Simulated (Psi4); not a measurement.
**Field calculation, with input and output: H2**

- system: H2
- method: FCI/def2-QZVPP, RHF, in an applied electric field (Psi4 1.11)

The geometry comes from this level: PBE0-D4/def2-TZVP.

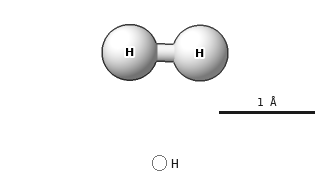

Fig. 1: The structure as given in the input (ball-and-stick view, seen on its broad side).

Summary

- outcome: converged
- total energy: −1.175158 hartree
- SCF energy: −1.134797 hartree
- correlation energy: −0.040361 hartree
- basis functions: 60
- HOMO of the SCF reference: −16.17 eV
- LUMO of the SCF reference: 3.03 eV
- hardware: 1 thread of Intel Xeon (Granite Rapids), 176 GiB of memory available, shared host
- wall time: 2.2 s
- peak memory: 0.32 GiB

Notes

Settings chosen away from the usual ones: scf_initial_accelerator set to adiis; soscf set to true.

Input file (job.in)
```
memory 1.6 GB

molecule {
  0 1
  H
  H 1 0.746146
  symmetry c1
  no_reorient
  no_com
}

set {
  freeze_core true
  perturb_h true
  perturb_with dipole
  perturb_dipole [0.0, 0.0, 0.02]
  scf_initial_accelerator adiis
  soscf true
}

E = energy('fci/def2-QZVPP')
```

Launch command:
```bash
psi4 -n 1 job.in job.out
```

What the program printed
```
Psi4 1.11 release

   => Loading Basis Set <=

    Name: DEF2-QZVPP
    Role: ORBITAL
    Keyword: BASIS

         ---------------------------------------------------------
                                   SCF
                              RHF Reference
                        1 Threads,   1525 MiB Core
         ---------------------------------------------------------

  ==> Geometry <==

    Molecular point group: c1
    Full point group: D_inf_h

    Geometry (in Angstrom), charge = 0, multiplicity = 1:

       Center              X                  Y                   Z               Mass
    ------------   -----------------  -----------------  -----------------  -----------------
         H            0.000000000000     0.000000000000    -0.373073000000     1.007825032230
         H            0.000000000000     0.000000000000     0.373073000000     1.007825032230

  Running in c1 symmetry.

  Rotational constants: A = ************  B =     60.08883  C =     60.08883 [cm^-1]
  Rotational constants: A = ************  B = 1801417.69174  C = 1801417.69174 [MHz]
  Nuclear repulsion =    0.709214028715560

  Charge       = 0
  Multiplicity = 1
  Electrons    = 2
  Nalpha       = 1
  Nbeta        = 1

  ==> Algorithm <==

  SCF Algorithm Type is PK.
  DIIS enabled.
  MOM disabled.
  Fractional occupation disabled.
  Guess Type is SAD.
  Energy threshold   = 1.00e-08
  Density threshold  = 1.00e-08
  Integral threshold = 1.00e-12

  ==> Primary Basis <==

  Basis Set: DEF2-QZVPP
    Blend: DEF2-QZVPP
    Number of shells: 20
    Number of basis functions: 60
    Number of Cartesian functions: 70
    Spherical Harmonics?: true
    Max angular momentum: 3

  ==> Integral Setup <==

  Using in-core PK algorithm.
   Calculation information:
      Number of atoms:                   2
      Number of AO shells:              20
      Number of primitives:             26
      Number of atomic orbitals:        70
      Number of basis functions:        60

      Integral cutoff                 1.00e-12
      Number of threads:                 1

  Performing in-core PK
  Using 3350730 doubles for integral storage.
  We computed 22155 shell quartets total.
  Whereas there are 22155 unique shell quartets.

  ==> DiskJK: Disk-Based J/K Matrices <==

    J tasked:                  Yes
    K tasked:                  Yes
    wK tasked:                  No
    Memory [MiB]:             1144
    Schwarz Cutoff:          1E-12

  Perturbing V by 0.020000 mu(z).
  Minimum eigenvalue in the overlap matrix is 1.6902860789E-04.
  Reciprocal condition number of the overlap matrix is 3.1795508813E-05.
    Using symmetric orthogonalization.

  ==> Pre-Iterations <==

  SCF Guess: Superposition of Atomic Densities via on-the-fly atomic UHF (no occupation information).

   -------------------------
    Irrep   Nso     Nmo
   -------------------------
     A         60      60
   -------------------------
    Total      60      60
   -------------------------

  ==> Iterations <==

                        Total Energy        Delta E     RMS |[F,P]|

   @RHF iter SAD:    -0.83971359382041   -8.39714e-01   0.00000e+00
   @RHF iter   1:    -1.13153299991094   -2.91819e-01   8.03529e-04 DIIS/ADIIS
   @RHF iter   2:    -1.13463475588327   -3.10176e-03   1.75000e-04 DIIS/ADIIS
   @RHF iter   3:    -1.13479565414909   -1.60898e-04   1.48303e-05 SOSCF, nmicro=4
   @RHF iter   4:    -1.13479655604630   -9.01897e-07   7.09231e-09 SOSCF, nmicro=4
   @RHF iter   5:    -1.13479655604643   -1.25233e-13   1.74070e-11 SOSCF, nmicro=conv
  Energy and wave function converged.

  ==> Post-Iterations <==

    Orbital Energies [Eh]
    ---------------------

    Doubly Occupied:

       1A     -0.594102

    Virtual:

       2A      0.111333     3A      0.208683     4A      0.440018
       5A      0.508156     6A      0.508156     7A      0.799167
       8A      0.815274     9A      0.815274    10A      1.012780
      11A      1.046974    12A      1.620263    13A      1.940196
      14A      1.940196    15A      2.151739    16A      2.151739
      17A      2.364777    18A      2.364777    19A      2.389215
      20A      2.551985    21A      2.551985    22A      2.555789
      23A      2.555789    24A      2.671124    25A      3.071644
      26A      3.605244    27A      3.605244    28A      4.628930
      29A      5.095341    30A      5.703407    31A      5.703407
      32A      6.173806    33A      6.222274    34A      6.222274
      35A      6.739969    36A      6.739969    37A      6.988588
      38A      6.988588    39A      7.085637    40A      7.085637
      41A      7.205073    42A      7.621075    43A      7.621075
      44A      7.987034    45A      7.987034    46A      7.996939
      47A      7.996939    48A      8.387706    49A      8.387706
      50A      8.406510    51A      8.436189    52A      8.804560
      53A      8.804560    54A      9.178614    55A      9.178614
      56A     10.061742    57A     12.695272    58A     12.695272
      59A     12.814397    60A     12.865610

    Final Occupation by Irrep:
              A
    DOCC [     1 ]
    NA   [     1 ]
    NB   [     1 ]

  @RHF Final Energy:    -1.13479655604643

   => Energetics <=

    Nuclear Repulsion Energy =              0.7092140287155598
    One-Electron Energy =                  -2.4998171009451386
    Two-Electron Energy =                   0.6558065161831489
    Total Energy =                         -1.1347965560464299

Computation Completed

Properties will be evaluated at   0.000000,   0.000000,   0.000000 [a0]

Properties computed using the SCF density matrix

 Multipole Moments:

 ------------------------------------------------------------------------------------
     Multipole            Electronic (a.u.)      Nuclear  (a.u.)        Total (a.u.)
 ------------------------------------------------------------------------------------

 L = 1.  Multiply by 2.5417464519 to convert [e a0] to [Debye]
 Dipole X            :          0.0000000            0.0000000            0.0000000
 Dipole Y            :         -0.0000000            0.0000000           -0.0000000
 Dipole Z            :         -0.1316668            0.0000000           -0.1316668
 Magnitude           :                                                    0.1316668

 ------------------------------------------------------------------------------------

	total time  =          1 seconds =       0.02 minutes
 MINTS: Wrapper to libmints.

   Calculation information:
      Number of threads:                 1
      Number of atoms:                   2
      Number of AO shells:              20
      Number of SO shells:              20
      Number of primitives:             26
      Number of atomic orbitals:        70
      Number of basis functions:        60

      Number of irreps:                  1
      Integral cutoff                 1.00e-12
      Number of functions per irrep: [  60 ]

 OEINTS: Overlap, kinetic, potential, dipole, and quadrupole integrals
         stored in file 35.

      Computing two-electron integrals...done
      Computed 335921 non-zero two-electron integrals.
        Stored in file 33.

         ---------------------------------------------------------
                          Configuration Interaction
                            (a 'D E T C I' module)

         ---------------------------------------------------------

   ==> Parameters <==

    EX LEVEL       =        2      H0 BLOCKSIZE  =     1000
    VAL EX LEVEL   =        0      H0 GUESS SIZE =     1000
    H0COUPLINGSIZE =        0      H0 COUPLING   =       NO
    MAXITER        =       24      NUM PRINT     =       20
    NUM ROOTS      =        1      ICORE         =        1
    PRINT LVL      =        1      FCI           =      YES
    R CONV         = 1.00e-04      MIXED         =      YES
    E CONV         = 1.00e-06      MIXED4        =      YES
    R4S            =       NO      REPL OTF      =       NO
    DIAG METHOD    =      SEM      FOLLOW ROOT   =        0
    PRECONDITIONER = DAVIDSON      UPDATE        = DAVIDSON
    S              =   0.0000      Ms0           =      YES
    GUESS VECTOR   =  H0BLOCK      OPENTYPE      =     NONE
    COLLAPSE SIZE  =        1      HD AVG        = EVANGELISTI
    MAX NUM VECS   =       25      REF SYM       =     AUTO
    IOPEN        =       NO

    EX ALLOW       =  1  1
    STATE AVERAGE  =  0(1.00)

   ==> CI Orbital and Space information <==

   ------------------------------------
               Space    Total     A
   ------------------------------------
                 Nso       60    60
                 Nmo       60    60
               Ndocc        1     1
               Nsocc        0     0
   ------------------------------------
              CI Spaces
   ------------------------------------
        Dropped DOCC        0     0
              Active       60    60
        Dropped UOCC        0     0
   ------------------------------------

   ==> Setting up CI strings <==

    There are 60 alpha and 60 beta strings
    The CI space requires 3600 (3.60E+03) determinants and 1 blocks

   ==> Transforming CI integrals <==

	Presorting SO-basis two-electron integrals.
	Sorting File: SO Ints (nn|nn) nbuckets = 1
	Constructing frozen core operators
	Starting first half-transformation.
	Sorting half-transformed integrals.
	First half integral transformation complete.
	Starting second half-transformation.
	Two-electron integral transformation complete.

   ==> Starting CI iterations <==

    H0 Block Eigenvalue =  -1.13925032

    Simultaneous Expansion Method (Block Davidson Method)
    Using 1 initial trial vectors

     Iter   Root       Total Energy       Delta E      C RMS

   @CI  0:     0     -1.139250315615   -1.8485E+00   3.8300E-01
   @CI  1:     0     -1.173810438523   -3.4560E-02   9.2420E-02
   @CI  2:     0     -1.175128075259   -1.3176E-03   1.2526E-02
   @CI  3:     0     -1.175156324887   -2.8250E-05   2.4978E-03
   @CI  4:     0     -1.175157590559   -1.2657E-06   4.5381E-04
   @CI  5:     0     -1.175157624167   -3.3609E-08   6.1233E-05 c

   ==> Energetics <==

    SCF energy =           -1.134796556046430
    Total CI energy =      -1.175157624167442

   ==> FCI root 0 information <==

    FCI Root 0 energy =    -1.175157624167442

   The 20 most important determinants:

    *   1    0.990854  (    0,    0)  1AX
    *   2   -0.051742  (    3,    3)  4AX
    *   3   -0.036510  (    5,    5)  6AX
    *   4   -0.036510  (    4,    4)  5AX
    *   5   -0.032466  (    1,    3)  2AA 4AB
    *   6   -0.032466  (    3,    1)  2AB 4AA
    *   7   -0.026844  (    1,    1)  2AX
    *   8   -0.025058  (    2,    2)  3AX
    *   9   -0.023164  (    3,   11)  4AA 12AB
    *  10   -0.023164  (   11,    3)  4AB 12AA
    *  11   -0.022766  (    3,    9)  4AA 10AB
    *  12   -0.022766  (    9,    3)  4AB 10AA
    *  13   -0.021439  (   10,   10)  11AX
    *  14    0.016750  (    2,    3)  3AA 4AB
    *  15    0.016750  (    3,    2)  3AB 4AA
    *  16    0.016690  (    5,   14)  6AA 15AB
    *  17    0.016690  (   14,    5)  6AB 15AA
    *  18    0.016690  (    4,   15)  5AA 16AB
    *  19    0.016690  (   15,    4)  5AB 16AA
    *  20   -0.016326  (   11,   11)  12AX

		 "A good bug is a dead bug"

			 - Starship Troopers

		 "I didn't write FORTRAN.  That's the problem."

    Psi4 run time: 0:00:01.33
```

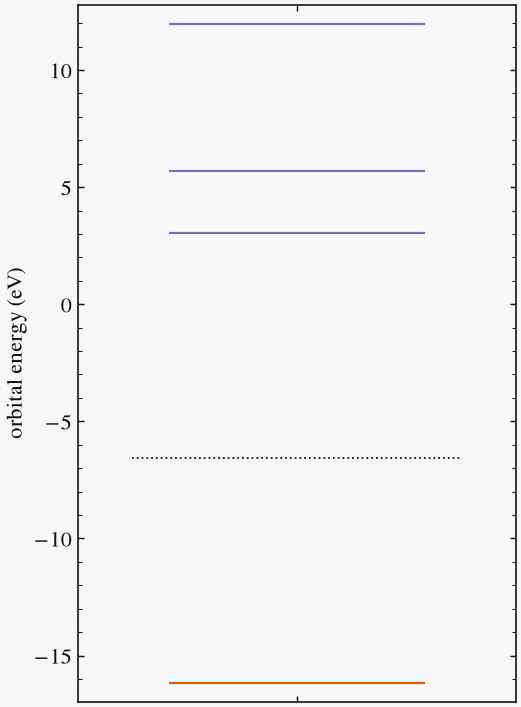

Fig. 2: Orbital energies near the frontier (SCF reference); the dotted line parts filled from empty levels, and levels within 0.02 eV of each other stand side by side. Highest filled −16.17 eV, lowest empty 3.03 eV, 19.20 eV apart.
